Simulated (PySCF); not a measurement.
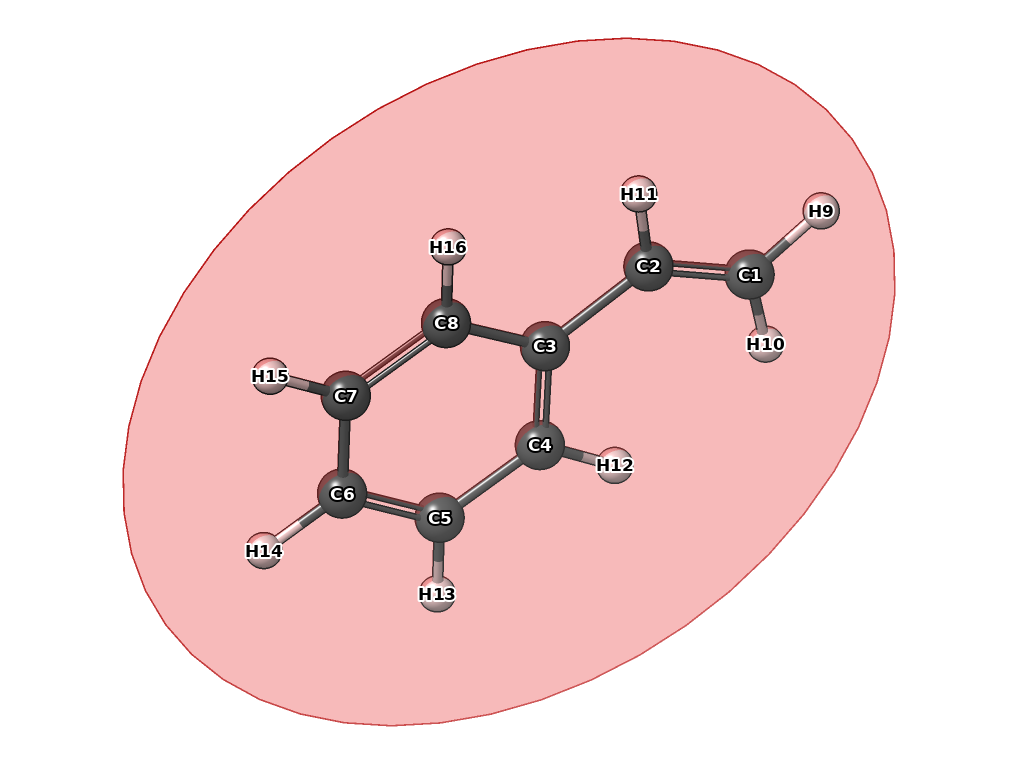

A disc through the centre of mass is drawn in. Distant atoms are faded towards the background colour. The geometry was computed by an optimisation with GFN2-xTB. No frequency run is at hand to confirm it as a minimum.

> Is the plane of the disc a mirror plane of the structure?

Yes. The reflection leaves C1, C2, C3, C4, C5, C6, C7, C8, H9, H10, H11, H12, H13, H14, H15, H16 in place. The point group is Cs.
